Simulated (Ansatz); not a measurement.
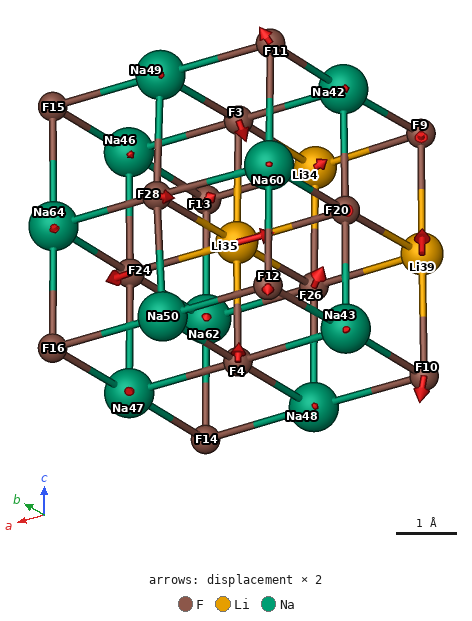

A relaxation of a crystal of F$_{32}$Li$_{8}$Na$_{24}$ (a generated structure, set up in P1). The starting structure is drawn; red arrows show the displacements (the part carried along by the change of the cell is left out), magnified 2 times.

Style: ball-and-stick. Shown: the atoms within 4.2 Å of the atom that moves most (axes of the cell of the calculation (origin shifted)), from a free direction.

Computed with DFT, PBEsol, PAW, plane waves in Ansatz 0.2.0. Set-up: plane-wave cutoff 420 eV; k-point mesh 1 × 1 × 1; mesh shifted by (0.25, 0.25, 0.25); no spin polarisation; cell relaxed at fixed shape; force threshold 0.03 eV/Å; at most 80 steps.

### Describe the change and its energy.

Li35 moves most relative to the cell: 0.33 Å along [−3 −2 1]. Largest moves by element: Li 0.33 Å, F 0.28 Å, Na 0.10 Å. Cell: a = b = c 8.949 → 9.017 Å (+0.8 %). Volume +2.3 %. Near-neighbour distances that change, for instance: F24–Li35 2.222 → 2.803 Å, F10–Li39 2.247 → 2.785 Å, F9–Li39 2.266 → 1.978 Å, F20–Li35 2.232 → 1.959 Å. Bond angles that change, for instance: F3–Li35–F4 178.7° → 165.0°, F3–Li35–F20 88.7° → 97.7°, F4–Li35–F28 92.1° → 85.1°. The space group stays P1 (No. 1). The energy falls by 1.387 eV per cell of the calculation in 8 geometry steps. Largest force component: 0.66 eV/Å at the start, 0.0025 eV/Å at the end. Pressure: 1.67 GPa at the start and 0.02 GPa at the end.
